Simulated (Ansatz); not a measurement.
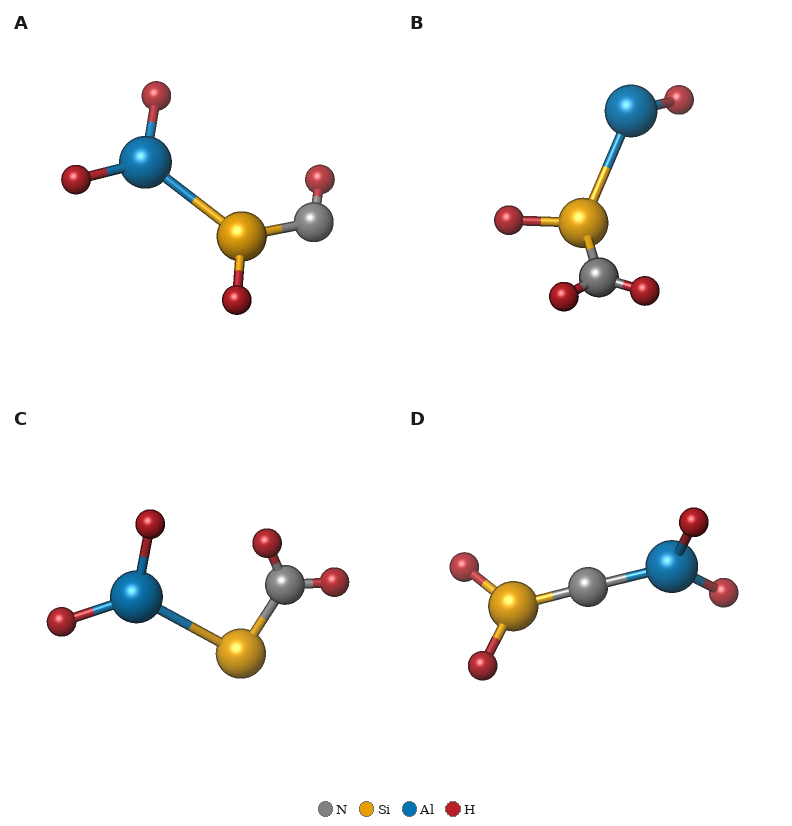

4 stationary structures of one formula. Geometries: PBE0-D4/def2-TZVP. Electronic energies: RHF-CCSD(T) (frozen core)/def2-TZVPP (Ansatz 0.2.0), without zero-point energy. No frequency run is at hand to confirm each as a minimum. Each is one conformer, not always the lowest.

> Which structure is the most stable?

D is lowest; C lies 73.8 kJ/mol above it (Cs), B lies 91.4 kJ/mol above it (C1), A lies 113.5 kJ/mol above it (Cs).
